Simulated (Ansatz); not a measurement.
The parent structure is GaN in the wurtzite structure (space group P6_3mc, No. 186; a = 3.2184 Å, c = 5.2432 Å). Axes: x lies along a and z along c of the hexagonal cell.

Modification: uniaxial stress, 2 GPa tension along z, with the cell and atoms free to relax against it.

Computed with PBE, PAW, 420 eV (Ansatz, an electronic-structure program; spin-orbit coupling left out).

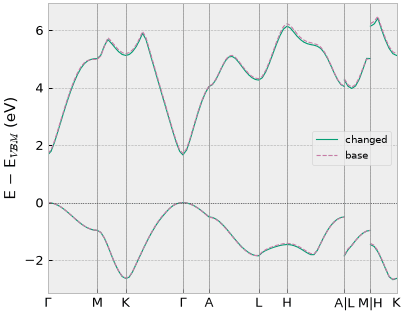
Figure: Highest valence and lowest conduction band along the path, each from its own valence-band maximum

Task: From the figure, how large is the changed gap, and is it direct?

Result: About 1.7 eV, direct at Γ.

Load acts through the strain it causes; cell and atoms are relaxed under it. Beyond what the load breaks, stability against distortions was not tested.
